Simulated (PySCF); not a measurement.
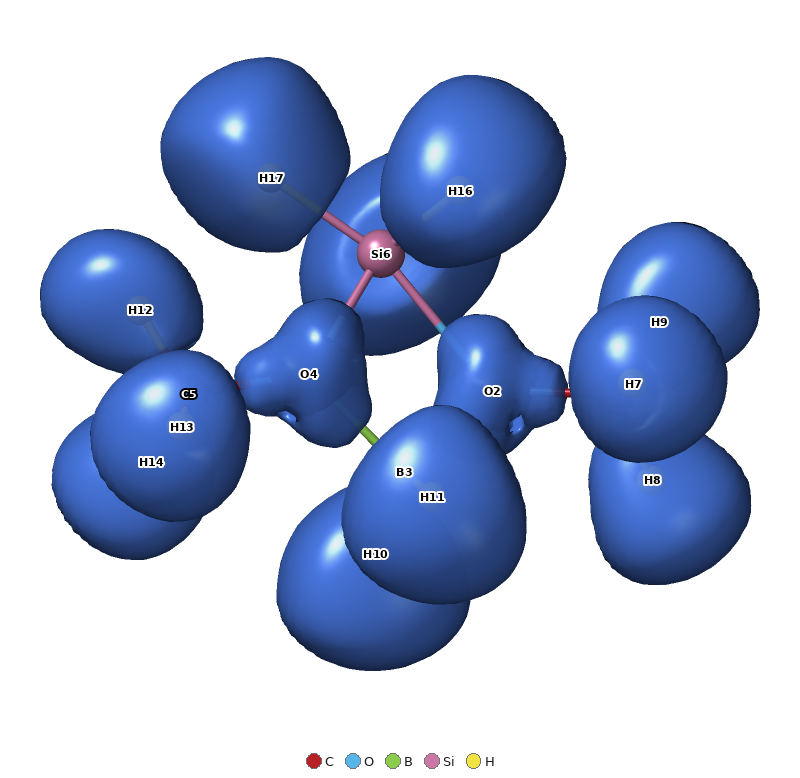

Figure 1: C₂H₁₁BO₂Si. Isosurface of the electron localisation function at 0.75 (blue), seen at a tilt. Core shells and regions of very low density are left out.

Geometry: GFN2-xTB.

These are results of CAM-B3LYP/def2-SVPD, SCF density, gas phase (PySCF), not measurements.

```xyz
17

C     2.3535    0.7076   -0.0045
O     0.9908    0.5823   -0.2860
B     0.3918   -0.6923   -0.7911
O    -0.8970   -0.4271   -0.0309
C    -2.0666   -1.1638   -0.2102
Si   -0.5855    1.0356    0.8080
H     2.6887   -0.0588    0.7031
H     2.9305    0.6081   -0.9276
H     2.5255    1.6953    0.4267
H     0.1976   -0.6751   -1.9677
H     0.9424   -1.6687   -0.3786
H    -2.8411   -0.7617    0.4428
H    -1.8856   -2.2132    0.0378
H    -2.3971   -1.1020   -1.2510
H    -0.6377    2.2476   -0.0033
H     0.2349    0.8591    2.0065
H    -1.9520    1.0391    1.4160
```

> What do the ELF domains correspond to?

The ELF exceeds this value in eleven regions around hydrogen nuclei and two regions on O in which the atom's valence shell and bonds are merged.

Values along the shortest contacts:
C–O (1.39 Å): the ELF peaks at about 0.90 between the atoms: a shared but strongly polarised pair. B–O (1.50 Å): the ELF peaks at about 0.90 between the atoms (a polar covalent bond).
